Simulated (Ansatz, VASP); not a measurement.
# Cross-check of BiP between VASP and Ansatz

Wanted: the spread between two codes on one cell, functional and k mesh. The cell is invented: As first built, before any earlier steps moved the atoms (in the runner's words): it takes the Bi structure with some of its atoms replaced by other elements, volume scaled by an estimate. It may not be a known or stable phase. The cell is taken from a series of VASP runs on this material, whose earlier steps may have relaxed, scaled or displaced it; both programs get it as it stands. Valence electrons are named where the data sets of a main pair hold unlike numbers.

Program: Ansatz 0.2.0. Level of theory: plane waves, with VASP 6.6.1 beside it; band structure at r2SCAN. Results are calculated unless marked as measured.

### Step 1. The structure

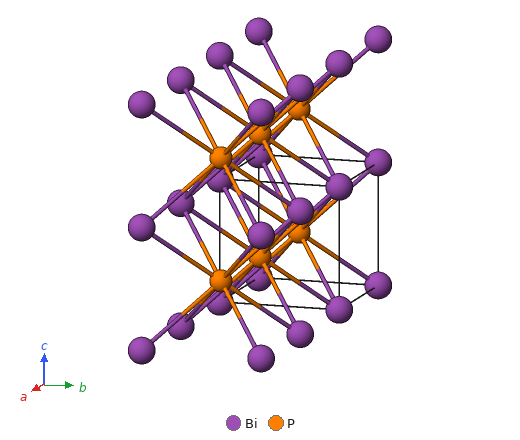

Start, viewed slightly off an axis; bismuth purple, phosphorus orange. 3×1×2 cells are drawn. Some periodic images of atoms are drawn too.

### Step 2. VASP: band structure, r2SCAN

With cell and atoms fixed, the geometry can't cause a difference; cores, projectors, grids and the points listed under the comparison can.

Lines of VASP's logs that name or quote its potential files are left out, and so is its time.

INCAR reads:

```
SYSTEM = BiP
PREC = Accurate
ENCUT = 400
EDIFF = 1E-06
NELM = 100
ISMEAR = 0
SIGMA = 0.02
LREAL = .FALSE.
ALGO = Normal
METAGGA = R2SCAN
LASPH = .TRUE.
NBANDS = 22
LORBIT = 11
LWAVE = .FALSE.
LCHARG = .FALSE.
KPAR = 4
```

POSCAR reads:

```
BiP
1.0
    3.5971690000      0.0000000000      0.0000000000
    0.0000000000      3.5971690000      0.0000000000
    0.0000000000      0.0000000000      3.5971690000
Bi P
1 1
Direct
    0.0000000000      0.0000000000      0.0000000000
    0.5000000000      0.5000000000      0.5000000000
```

KPOINTS reads:

```
Automatic mesh
0
Gamma
4 4 4
0 0 0
```

KPOINTS_OPT reads:

```
Line mode
16
Line-mode
Reciprocal
  0.00000000   0.00000000   0.00000000 GAMMA
  0.00000000   0.50000000   0.00000000 X

  0.00000000   0.50000000   0.00000000 X
  0.50000000   0.50000000   0.00000000 M

  0.50000000   0.50000000   0.00000000 M
  0.00000000   0.00000000   0.00000000 GAMMA

  0.00000000   0.00000000   0.00000000 GAMMA
  0.50000000   0.50000000   0.50000000 R

  0.50000000   0.50000000   0.50000000 R
  0.00000000   0.50000000   0.00000000 X

  0.50000000   0.50000000   0.00000000 M
  0.50000000   0.50000000   0.50000000 R
```

Potentials, in the order of the species: Bi_d and P (PBE family, release 64).

Run with:

```console
$ mpirun -np 4 vasp_std
```

Numbers of over 12 decimals in the logs are rounded to 6 here.

The log of the run:

```text
[banner, memory and clock lines left out]
running    4 mpi-ranks, on    1 nodes
 distrk:  each k-point on    1 cores,    4 groups
 distr:  one band on    1 cores,    1 groups

 POSCAR found type information on POSCAR BiP
 POSCAR found :  2 types and       2 ions
|                                                                             |
|               ----> ADVICE to this user running VASP <----                  |
|                                                                             |
|     You enforced a specific xc type in the INCAR file but a different       |
|     [... a line on the potential file left out ...]
|     I HOPE YOU KNOW WHAT YOU ARE DOING!                                     |
|                                                                             |

 LDA part: xc-table for (None), standard interpolation
 POSCAR, INCAR and KPOINTS ok, starting setup
 FFT: planning ... GRIDC
 FFT: planning ... GRID_SOFT
 FFT: planning ... GRID
 WAVECAR not read
 entering main loop
       N       E                     dE             d eps       ncg     rms          rms(c)
DAV:   1     0.924150269314E+02    0.92415E+02   -0.83158E+03   446   0.841E+02
DAV:   2    -0.594549322871E+02   -0.15187E+03   -0.14620E+03   472   0.283E+02
DAV:   3    -0.706631149999E+02   -0.11208E+02   -0.11129E+02   560   0.738E+01
DAV:   4    -0.709209948544E+02   -0.25788E+00   -0.25757E+00   540   0.117E+01
DAV:   5    -0.709309726594E+02   -0.99778E-02   -0.99772E-02   632   0.215E+00    0.307E+00
DAV:   6    -0.663235544445E+02    0.46074E+01   -0.11518E+00   526   0.129E+01    0.187E+00
DAV:   7    -0.663327767162E+02   -0.92223E-02   -0.51572E-02   554   0.166E+00    0.112E+00
DAV:   8    -0.663384727961E+02   -0.56961E-02   -0.15784E-02   690   0.126E+00    0.135E-01
DAV:   9    -0.663385827695E+02   -0.10997E-03   -0.11045E-03   622   0.338E-01    0.709E-02
DAV:  10    -0.663388192327E+02   -0.23646E-03   -0.78676E-04   658   0.231E-01    0.380E-02
DAV:  11    -0.663387937127E+02    0.25520E-04   -0.45824E-05   596   0.685E-02    0.275E-02
DAV:  12    -0.663387767438E+02    0.16969E-04   -0.12623E-04   620   0.132E-01    0.781E-03
DAV:  13    -0.663387750371E+02    0.17067E-05   -0.55782E-06   588   0.245E-02    0.374E-03
DAV:  14    -0.663387749490E+02    0.88125E-07   -0.50319E-07   316   0.678E-03
   1 F= -.66338775E+02 E0= -.66338754E+02  d E =-.428052E-04
 Start KPOINTS_OPT (optional k-point list driver)
k-point batch [1-10\96]
       N       E                     dE             ncg
DAV:   1     0.411306785394E+03   -0.52643E+03      440
DAV:   2    -0.120369701133E+04   -0.16150E+04      472
DAV:   3    -0.132832154903E+04   -0.12462E+03      522
DAV:   4    -0.133143834699E+04   -0.31168E+01      550
DAV:   5    -0.133156456443E+04   -0.12622E+00      608
DAV:   6    -0.133156629118E+04   -0.17268E-02      580
DAV:   7    -0.133156635244E+04   -0.61262E-04      652
DAV:   8    -0.133156635294E+04   -0.50503E-06      432
[...]
k-point batch [91-96\96]
       N       E                     dE             ncg
DAV:   1     0.292259593236E+04   -0.43786E+04      272
DAV:   2     0.203657745457E+04   -0.88602E+03      264
DAV:   3     0.197166486906E+04   -0.64913E+02      392
DAV:   4     0.197043111781E+04   -0.12338E+01      362
DAV:   5     0.197038525763E+04   -0.45860E-01      400
DAV:   6     0.197038493134E+04   -0.32629E-03      378
DAV:   7     0.197038492022E+04   -0.11126E-04      402
DAV:   8     0.197038492016E+04   -0.62453E-07      322
```

OUTCAR, selected parts (step 2):

```text
ion  position               nearest neighbor table
   1  0.000  0.000  0.000-   2 3.12   2 3.12   2 3.12   2 3.12   2 3.12   2 3.12   2 3.12   2 3.12

  LATTYP: Found a simple cubic cell.
 ALAT       =     3.5971690000

 Subroutine GETGRP returns: Found 48 space group operations
 (whereof 48 operations were pure point group operations)

The static configuration has the point symmetry O_h .

 Found     10 irreducible k-points:

   k-points           NKPTS =     10   k-points in BZ     NKDIM =     10   number of bands    NBANDS=     22

   dimension x,y,z NGX =    24 NGY =   24 NGZ =   24
   dimension x,y,z NGXF=    48 NGYF=   48 NGZF=   48

   ENCUT  =  400.0 eV  29.40 Ry    5.42 a.u.   5.87  5.87  5.87*2*pi/ulx,y,z

   NELECT =      20.0000    total number of electrons

 k-points in reciprocal lattice and weights: Automatic mesh
   0.00000000  0.00000000  0.00000000       0.016
   0.25000000  0.00000000  0.00000000       0.094
   0.50000000  0.00000000  0.00000000       0.047
   0.25000000  0.25000000  0.00000000       0.188
   0.50000000  0.25000000  0.00000000       0.188
   0.50000000  0.50000000  0.00000000       0.047
   0.25000000  0.25000000  0.25000000       0.125
   0.50000000  0.25000000  0.25000000       0.188
   0.50000000  0.50000000  0.25000000       0.094
   0.50000000  0.50000000  0.50000000       0.016

 average (electrostatic) potential at core
       1-109.7530       2 -83.9697

 E-fermi :   7.8817

 k-point     1 :       0.0000    0.0000    0.0000
  band No.  band energies     occupation
    ...
      6      -6.6546      2.00000
      7       0.9541      2.00000
      8       5.8329      2.00000
      9       5.8329      2.00000
     10       5.8329      2.00000
     11      12.2186      0.00000
     12      12.2186      0.00000
     13      14.0501      0.00000
     14      14.0501      0.00000
     15      14.0501      0.00000
    ...

 k-point     2 :       0.2500    0.0000    0.0000
  band No.  band energies     occupation
    ...
      6      -5.9269      2.00000
      7      -0.7439      2.00000
      8       5.9523      2.00000
      9       6.5594      2.00000
     10       6.5594      2.00000
     11      11.0632      0.00000
     12      12.1477      0.00000
     13      12.1477      0.00000
     14      12.7614      0.00000
     15      15.9219      0.00000
    ...

 k-point     3 :       0.5000    0.0000    0.0000
  band No.  band energies     occupation
    ...
      4     -15.7023      2.00000
      5     -15.6739      2.00000
      6      -4.1696      2.00000
      7      -3.3533      2.00000
      8       7.6051      2.00000
      9       7.9177      0.01086
     10       7.9757      0.00000
     11       7.9757      0.00000
     12       9.8428      0.00000
     13       9.8428      0.00000
    ...

  Total       -0.2457438     -0.2457438     -0.2457438      0.0000000      0.0000000     -0.0000000
  in kB       -8.4588370     -8.4588370     -8.4588370      0.0000000      0.0000000     -0.0000000
  external PRESSURE =      -8.4588370 kB  Pullay stress =       0.0000000 kB

  energy-cutoff  :      400.00
  volume of cell :       46.55
      direct lattice vectors                 reciprocal lattice vectors
     3.597169000  0.000000000  0.000000000     0.277996391  0.000000000  0.000000000
     0.000000000  3.597169000  0.000000000     0.000000000  0.277996391  0.000000000
     0.000000000  0.000000000  3.597169000     0.000000000  0.000000000  0.277996391

 POSITION                                       TOTAL-FORCE (eV/Angst)
 -----------------------------------------------------------------------------------
      0.00000      0.00000      0.00000         0.000000      0.000000      0.000000
      1.79858      1.79858      1.79858         0.000000      0.000000      0.000000
 -----------------------------------------------------------------------------------
    total drift:                                0.000000      0.000000      0.000000

  FREE ENERGIE OF THE ION-ELECTRON SYSTEM (eV)
  ---------------------------------------------------
  free  energy   TOTEN  =       -66.3387749490 eV

  energy  without entropy=      -66.3387321438  energy(sigma->0) =      -66.33875355

 total charge
# of ion       s       p       d       tot
------------------------------------------
    1        1.572   1.146   9.936  12.654
    2        1.103   1.269   0.000   2.372
--------------------------------------------------
tot          2.675   2.415   9.936  15.026

[... 3 further parts left out ...]
```

The run ends at a pressure of -0.85 GPa.

### Step 3. Ansatz: band structure, r2SCAN

Ansatz runs on its default PAW (the set named soft_2) files.

The same cell, functional, mesh and smearing now go to Ansatz, which takes its cutoff from its data sets.

input.yaml reads:

```yaml
crystal:
  lattice:
    - [3.597169, 0.0, 0.0]
    - [0.0, 3.597169, 0.0]
    - [0.0, 0.0, 3.597169]
  atoms:
    - { symbol: Bi, position: [0.0, 0.0, 0.0] }
    - { symbol: P, position: [0.5, 0.5, 0.5] }
hamiltonian:
  xc: r2scan
  pseudopotentials: { kind: paw }
kpoints:
  mp_grid: { grid: [4, 4, 4] }
  band_path:
    path:
      - [0.0, 0.0, 0.0]
      - [0.0, 0.1, 0.0]
      - [0.0, 0.2, 0.0]
      - [0.0, 0.3, 0.0]
      - [0.0, 0.43333, 0.0]
      - [0.0, 0.5, 0.0]
      - [0.1, 0.5, 0.0]
      - [0.2, 0.5, 0.0]
      - [0.33333, 0.5, 0.0]
      - [0.43333, 0.5, 0.0]
      - [0.5, 0.5, 0.0]
      - [0.36667, 0.36667, 0.0]
      - [0.26667, 0.26667, 0.0]
      - [0.16667, 0.16667, 0.0]
      - [0.06667, 0.06667, 0.0]
      - [0.03333, 0.03333, 0.03333]
      - [0.13333, 0.13333, 0.13333]
      - [0.23333, 0.23333, 0.23333]
      - [0.33333, 0.33333, 0.33333]
      - [0.46667, 0.46667, 0.46667]
      - [0.46667, 0.5, 0.46667]
      - [0.36667, 0.5, 0.36667]
      - [0.23333, 0.5, 0.23333]
      - [0.13333, 0.5, 0.13333]
      - [0.03333, 0.5, 0.03333]
      - [0.5, 0.5, 0.03333]
      - [0.5, 0.5, 0.16667]
      - [0.5, 0.5, 0.26667]
      - [0.5, 0.5, 0.36667]
      - [0.5, 0.5, 0.5]
    npoints: 1
scf:
  occupations: { method: gaussian, width: 0.02 }
  n_extra_bands: 7
output:
  forces: true
  stress: true
  eigenvalues: true
  write_density: true
  write_potential: true
  elf: true
  volumetric_format: npy
```

Run with:

```console
$ ansatz run input.yaml --threads 2 --pin off --max-ram 4608MiB --backend cpu --events-out ev --progress --plain --runs-dir out
```

The log of the run:

```text
scf.n_extra_bands = 7 over 10 filled bands (N_el = 20.0): the run solves 17 bands
Engine: ansatz 0.2.0, aarch64-unknown-linux-gnu
Pseudopotentials: kind: paw
Pseudopotential: Bi, paw, valence charge 15, recommended cutoff 500 eV (meta_gga), Bi.paw.azcp
Pseudopotential: P, paw, valence charge 5, recommended cutoff 500 eV (meta_gga), P.paw.azcp
Functional definition: r2SCAN
  parameter k0 = 0.174
  parameter k1 = 0.065
  parameter a1 = 4.9479
  exchange = r2scan_x(k0 = k0, k1 = k1, a1 = a1)
  correlation = r2scan_c
Crystal: 2 atoms, lattice volume = 46.546 Å³
Basis set: ecut = 500 eV, 1213 PW (Γ), exchange–correlation on 108×108×108 points (64 copies of the dense FFT grid, shifted against one another)
Bands: 17, of which v1, the nominal top of the filled ones, is band 10 counted from 1 (9 counted from 0)
Symmetry: 48 space group operations
Space group: Pm-3m (ITA 221), of the structure as read, at distance tolerance 3.6e-5 Å
k-points: 10 of 64
Non-local potential: Bi, projectors of the file, l = 0: 2, l = 1: 2, l = 2: 2, l = 3: 2
Non-local potential: P, projectors of the file, l = 0: 2, l = 1: 2, l = 2: 2
PAW form: soft (Blöchl's): semilocal exchange-correlation on the pseudo side does not see the compensation charge
PAW frozen core: Bi, regenerated for the run's functional (the file was generated under x = pbe(κ = 0.804, μ = 0.219515), c = pbe(β = 0.066725))
PAW frozen core: P, regenerated for the run's functional (the file was generated under x = pbe(κ = 0.804, μ = 0.219515), c = pbe(β = 0.066725))
PAW one-centre angular grid: Bi, 590 points (default); XC on 160 Gauss nodes
PAW one-centre angular grid: P, 302 points (default); XC on 160 Gauss nodes
Initial density: superposition of atomic densities (neutral atoms: chi_scale 0, normalization atom), corrected by the library's trained network
Initial wavefunctions: pseudopotential atomic-orbital guess
Functional: x = r2scan, c = r2scan; τ floored in thin density (d = 2e-4 eV/Å³)
SCF iter   1: F=—  HF=-13169.105813 eV  |F-HF|=—  |Δ(HF+E_count)|=         —  Δρ=8.64e-3  dr2=8.63e-2  dr2_τ=1.60e-3  ethr=1.77e-3  ⟨swp⟩=6.1  Hψ=985  notcnv=0
preconditioner: auto → none  [insulator: Δε(μ)=0.136 eV  Ē_g=21.758 eV  σ=0.020 eV  W_gap=1.00  n_scr=6 (ndim 8)  ℏωp=24.3 eV  f_vac=0.000  D(μ)=0.00/eV (n_scr^D=0)  ε∞_Penn≈2.3]
SCF iter   2: F=—  HF=-13169.102976 eV  |F-HF|=—  |Δ(HF+E_count)|=   2.84e-3  Δρ=4.45e-3  dr2=2.24e-2  dr2_τ=9.76e-4  ethr=4.32e-4  ⟨swp⟩=3.4  Hψ=372  notcnv=0  defer=21
SCF iter   3: F=—  HF=-13169.098949 eV  |F-HF|=—  |Δ(HF+E_count)|=   4.03e-3  Δρ=1.19e-3  dr2=5.63e-4  dr2_τ=3.89e-5  ethr=1.12e-4  ⟨swp⟩=2.7  Hψ=239  notcnv=0  defer=21
SCF iter   4: F=—  HF=-13169.099746 eV  |F-HF|=—  |Δ(HF+E_count)|=   7.98e-4  Δρ=6.47e-4  dr2=3.77e-4  dr2_τ=1.07e-5  ethr=2.81e-6  ⟨swp⟩=2.5  Hψ=274  notcnv=0  defer=21
SCF iter   5: F=—  HF=-13169.099668 eV  |F-HF|=—  |Δ(HF+E_count)|=   7.81e-5  Δρ=3.58e-4  dr2=1.28e-4  dr2_τ=1.20e-6  ethr=1.89e-6  ⟨swp⟩=1.0  Hψ=149  notcnv=0  defer=21
SCF iter   6: F=—  HF=-13169.099633 eV  |F-HF|=—  |Δ(HF+E_count)|=   3.55e-5  Δρ=8.39e-5  dr2=7.12e-6  dr2_τ=6.14e-8  ethr=6.39e-7  ⟨swp⟩=1.7  Hψ=159  notcnv=0  defer=21
SCF iter   7: F=—  HF=-13169.099630 eV  |F-HF|=—  |Δ(HF+E_count)|=   2.73e-6  Δρ=5.48e-6  dr2=2.44e-8  dr2_τ=5.48e-10  ethr=5.00e-10  ⟨swp⟩=14.8  Hψ=1450  notcnv=0
SCF iter   8: F=-13169.099630 eV  HF=-13169.099630 eV  |F-HF|=2.29e-10  |Δ(HF+E_count)|=   4.26e-9  Δρ=6.57e-7  dr2=3.97e-10  dr2_τ=5.41e-12  ethr=1.22e-10  ⟨swp⟩=6.7  Hψ=818  notcnv=0
SCF 1 converged in 8 iterations: F = -13169.099630 eV  dr2 = 3.97e-10
  greatest PAW one-centre occupation: 0.987 electrons in one spin orbital (limit 2), on the Bi atom at site 0 (counted from 0), in its partial waves of l = 2
NSCF: frozen V_eff on 30 k-points
SCF converged after 8 iterations
Free energy (F): -13169.099630 eV
Harris-Foulkes:  -13169.099630 eV  (|F-HF|=2.29e-10)
Internal energy: -13169.099606 eV  (E = F + TS)
E sigma→0 (E₀):  -13169.099618 eV
Entropy (-TS):   -0.000024 eV (-0.012 meV/atom)
Fermi energy:    10.885096 eV
--- Per-component energies (eV) ---
  E_band       = -77.592355
  E_kinetic    = 368.332552
  E_local      = -1489.869181  (includes V_loc(G=0)·N_el)
  E_nonlocal   = 595.289665
  E_hartree    = 479.181143
  E_xc         = -198.689059
  E_vxc        = -220.739332  (∫ρ·V_xc dr)
  E_paw        = -11263.634692  (= ΣΔE_a)
  E_vpaw       = -302.686905  (= ΣTr[D̂ρ^β])
  E_aug_tail   = -0.000264  (compensation charges beyond the density's cutoff)
  E_vtau       = 13.718506  (kinetic-family band-sum trace: ∫τ·v_τ [+ j·A + Jᵃ·Aᵃ] dr)
  E_ewald      = -1660.494476
  E_core_change = 0.784705  (= ΣΔE_core)
  E_smearing   = -0.000024  (= −TS)
  E_closure    = 0.000000  (closes the sum)
  Σ components = -13169.099630   (vs F -13169.099630, Δ=0.00e0)
--- Forces (eV/Å), atoms counted from 1 ---
  atom   1  Bi    -0.00000000    -0.00000000     0.00000000
  atom   2  P     -0.00000000    -0.00000000     0.00000000
  max |Σ_I F_I| component: 9.86e-31 eV/Å
--- Stress (GPa, compression-positive) ---
       -0.826408       0.000000       0.000000
        0.000000      -0.826408       0.000000
        0.000000       0.000000      -0.826408
  P = ⅓ Tr σ = -0.8264 GPa (-8.264 kbar)
--- Band table (eV; the first three rows and the last of 10) ---
  k-point 0: bands = [... 6 lower, 3.9782, 8.8317, 8.8317, 8.8317, 15.1892, 15.1892, 17.0607, 17.0607, ... 3 higher]
  k-point 1: bands = [... 6 lower, 2.2714, 8.9575, 9.5585, 9.5585, 14.0721, 15.1476, 15.1476, 15.7264, ... 3 higher]
  k-point 2: bands = [... 6 lower, -0.3512, 10.6171, 10.9243, 10.9771, 10.9771, 12.8377, 12.8377, 16.7010, ... 3 higher]
  k-point 9: bands = [... 6 lower, 1.8041, 8.1391, 8.1391, 8.1391, 8.4341, 8.4341, 8.4341, 26.7746, ... 3 higher]
```

The job ended after 3.8 s (2 threads of Arm Neoverse N1, shared host; peak memory 0.37 GiB; 6.7 s of CPU time).

### Step 4. Side by side

Known differences besides the potentials themselves: VASP keeps PBE cores, Ansatz makes them for the functional; the cutoff is 500 eV in Ansatz and 400 eV in VASP. Total energies have different zeros and are not compared.

The two programs side by side:

```csv
quantity,Ansatz,VASP,difference
pressure (GPa),-0.83,-0.85,+0.02
```

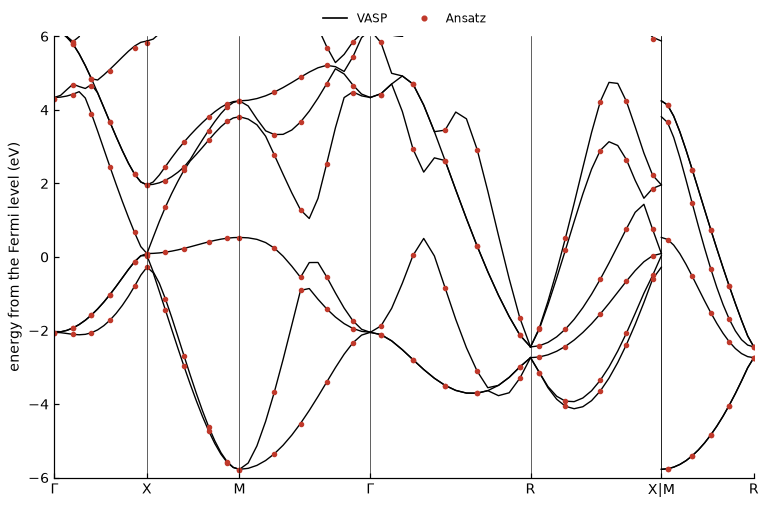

Bands from VASP (lines) and levels from Ansatz (dots). Dots without a line are higher empty bands that the VASP plot leaves out.

Levels from 3 eV below to 2 eV above the Fermi level differ by 5 meV r.m.s. and 8 meV at most; each VASP level is matched to the nearest of Ansatz, which flatters the figure a little. Ansatz's pressure holds a Pulay correction of 0.02 GPa; VASP's holds none.

### Step 5. Results

| Quantity | Value |
| --- | --- |
| r.m.s. difference of levels near the Fermi level (band structure, r2SCAN) | 5.3 meV |

What this shows: The r.m.s. difference of levels near the Fermi level is 5.3 meV (band structure, r2SCAN), within the 80 meV picked in this series as the mark of a large difference. How closely two codes agree says nothing of how well the functional describes the real material.

[Lines on the potential files, build, host, timing and source positions are cut from VASP's logs without a mark.]

[Logs are printed without paths, hosts, clocks, repeated set-up lines and the standing remarks that a program may print on its own settings, such as how far it seeks lower states.]

[Hosts, paths, dates, database ids (printed as entryN), source tags and the programs' standing remarks are cut or masked in the printed files.]
